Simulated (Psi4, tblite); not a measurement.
Approach curve of the dimer C2H6 ··· CH3Br (SMILES CC and CBr). Monomers: optimised at B3LYP-D3(BJ) (def2-TZVP), held rigid. Orientation: a random orientation, not optimised. The monomers approach along the line of their centres of mass (distance R); nothing else relaxes.

Geometry at R = 4.39 Å (first 8 atoms: monomer A):
```
13

C      0.7630    -0.0058     0.0145
C     -0.7630     0.0058    -0.0145
H      1.1796     0.0506    -0.9931
H      1.1443    -0.9178     0.4781
H      1.1556     0.8409     0.5812
H     -1.1443     0.9178    -0.4780
H     -1.1796    -0.0508     0.9931
H     -1.1556    -0.8408    -0.5813
C      2.6525    -3.7070     2.0464
Br     0.9497    -4.0699     1.1517
H      3.1392    -2.8993     1.5115
H      3.2436    -4.6152     2.0089
H      2.4322    -3.4238     3.0695
```

- PBE/def2-TZVP, counterpoise-corrected (Psi4)
- MP2/aug-cc-pVDZ = DF-MP2/aug-cc-pVDZ, frozen core, counterpoise-corrected (Psi4)
- PBE-D3(BJ)/def2-TZVP, counterpoise-corrected (Psi4)
- SCS-MP2/aug-cc-pVDZ = DF-SCS-MP2/aug-cc-pVDZ, frozen core, counterpoise-corrected in Psi4
- GFN2-xTB (tblite)

Interaction energies in kJ/mol (negative: bound); R is the distance of the centres of mass, d the H4···H11 distance.

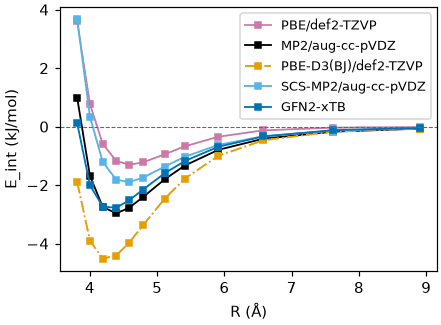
*Interaction energy against separation.*

| R / Å | d / Å | PBE/def2-TZVP | MP2/aug-cc-pVDZ | PBE-D3(BJ)/def2-TZVP | SCS-MP2/aug-cc-pVDZ | GFN2-xTB |
|---|---|---|---|---|---|---|
| 3.81 | 2.49 | 3.60 | 0.99 | -1.89 | 3.68 | 0.12 |
| 4.00 | 2.65 | 0.77 | -1.68 | -3.90 | 0.34 | -2.00 |
| 4.19 | 2.82 | -0.59 | -2.74 | -4.52 | -1.21 | -2.73 |
| 4.39 | 3.00 | -1.17 | -2.97 | -4.41 | -1.81 | -2.78 |
| 4.58 | 3.17 | -1.30 | -2.78 | -3.98 | -1.90 | -2.52 |
| 4.79 | 3.36 | -1.22 | -2.41 | -3.37 | -1.74 | -2.15 |
| 5.11 | 3.65 | -0.95 | -1.80 | -2.47 | -1.37 | -1.60 |
| 5.41 | 3.93 | -0.67 | -1.33 | -1.78 | -1.03 | -1.18 |
| 5.91 | 4.41 | -0.35 | -0.79 | -1.00 | -0.63 | -0.69 |
| 6.58 | 5.05 | -0.13 | -0.41 | -0.46 | -0.33 | -0.34 |
| 7.62 | 6.06 | -0.03 | -0.17 | -0.17 | -0.14 | -0.12 |
| 8.91 | 7.32 | -0.02 | -0.07 | -0.07 | -0.06 | -0.04 |

Lowest grid point: PBE/def2-TZVP -1.30 kJ/mol at R = 4.58 Å; MP2/aug-cc-pVDZ -2.97 kJ/mol at R = 4.39 Å; PBE-D3(BJ)/def2-TZVP -4.52 kJ/mol at R = 4.19 Å; SCS-MP2/aug-cc-pVDZ -1.90 kJ/mol at R = 4.58 Å; GFN2-xTB -2.78 kJ/mol at R = 4.39 Å.
